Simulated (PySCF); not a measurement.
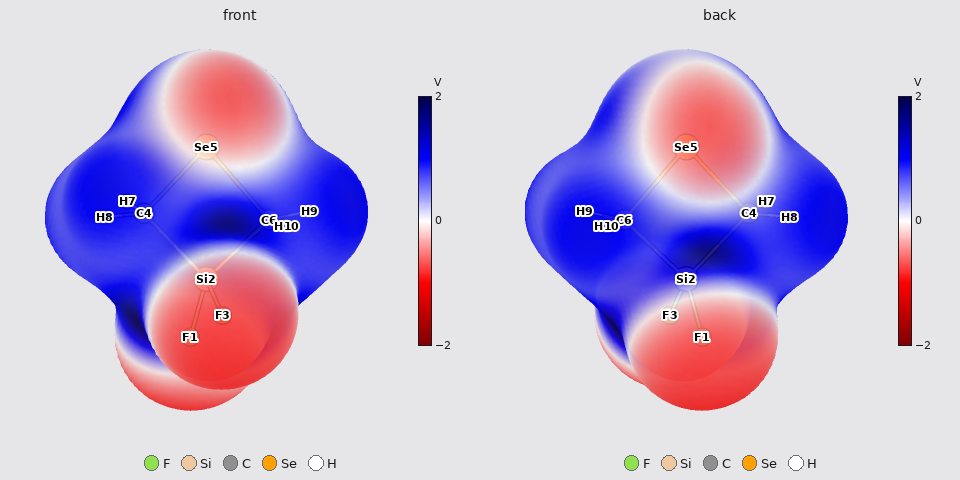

The picture shows: C$_{2}$H$_{4}$F$_{2}$SeSi. The electrostatic potential painted on the density surface at 0.002 e/bohr³, seen from the front and from behind; the colour scale runs from red (negative) to blue (positive).

Geometry: GFN2-xTB.

Computed with CAM-B3LYP/def2-SVPD, SCF density, gas phase in PySCF 2.14.0.

```xyz
10

F    -0.1575    1.8425   -1.3227
Si   -0.2492    0.8598   -0.0650
F    -0.8998    1.7969    1.0550
C     1.3510   -0.0233    0.4191
Se    0.5325   -1.8241    0.1286
C    -1.1103   -0.7965   -0.3645
H     1.6733    0.0877    1.4509
H     2.2033    0.1197   -0.2396
H    -1.9306   -1.0445    0.3035
H    -1.4038   -1.0136   -1.3879
```

Q: Describe the electrostatic potential map.

A: The most negative region (about −0.8 V) lies over F1 and F3, the most positive (about +1.8 V) over Si2.

Q: What dipole moment does the calculation give?

A: Its dipole moment is 1.03 D.
